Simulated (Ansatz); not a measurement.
```xyz
8
charge 1, multiplicity 1
C    -0.8630    0.9107   -0.9133
S     0.1616   -0.4339   -1.0025
C     0.6907   -0.6751    0.7150
H    -1.3055    1.2499   -1.8210
H    -1.0686    1.3738    0.0408
H     0.5376    0.2626    1.2626
H     1.8254   -0.9616    0.5649
H     0.0690   -1.5235    1.0754
```

Geometry: atoms displaced at random (about 0.05 Å) from a stationary point of GFN2-xTB.

Describe the molecule in this file.

The species is C₂H₅S⁺. SMILES: `[CH2+]SC`. It has no ring. Among its groups: thioether. Coordination: 1 C trigonal planar; 1 S bent; 1 C tetrahedral.

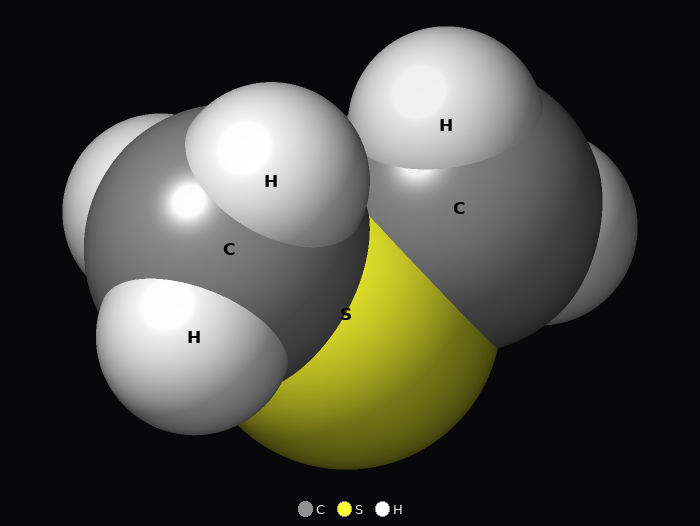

Source: calculation with Ansatz.
